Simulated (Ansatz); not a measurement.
System: C2H7OSi (SMILES CO[SiH]C) (doublet).

```tsv
atom	x (Å)	y (Å)	z (Å)
C	-1.0584	1.6964	-0.5656
O	-0.7495	0.4258	-0.0457
Si	0.5843	-0.4418	-0.4816
C	0.7174	-1.8630	0.7198
H	-1.8383	2.1404	0.0560
H	-0.1860	2.3606	-0.5567
H	-1.4312	1.6247	-1.5930
H	1.7865	0.4573	-0.4132
H	1.6076	-2.4585	0.5045
H	-0.1564	-2.5136	0.6520
H	0.7893	-1.4852	1.7440
```

Geometry: PBE0-D4/def2-TZVP.

These are results of UKS PBE0-D4/def2-TZVPP (Ansatz), not measurements.

> What will maps of the electron density, electron localisation function and spin density show?

Si–O (1.65 Å): ρ at the midpoint is about 1.2 e/Å³; the ELF peaks at about 0.85 between the atoms (a polar covalent bond).
C–Si (1.87 Å): ρ at the midpoint is about 0.97 e/Å³; the ELF peaks at about 0.95 between the atoms, as expected for localised, covalent bonding.
C–H (1.09 Å): the density is about 2 e/Å³ at the midpoint; the ELF climbs to about 1 towards the hydrogen, as it does in any bond to H; a covalent bond by its length.
The unpaired spin (1 electron) lies mostly on Si3 (about 0.7) and O2 (about 0.1), in electrons by Hirshfeld's partition.

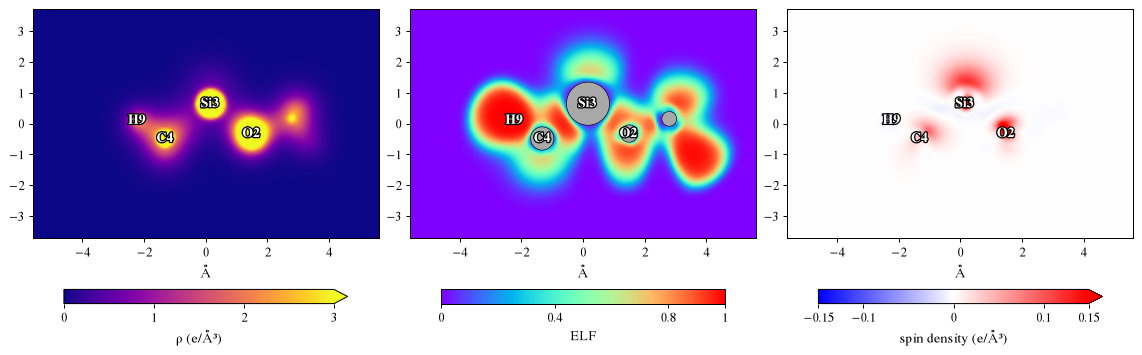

Computed electron density, electron localisation function and spin density on the plane of atoms Si3, C4 and H9, in this order. Grey discs cover the atomic cores in the ELF map. 
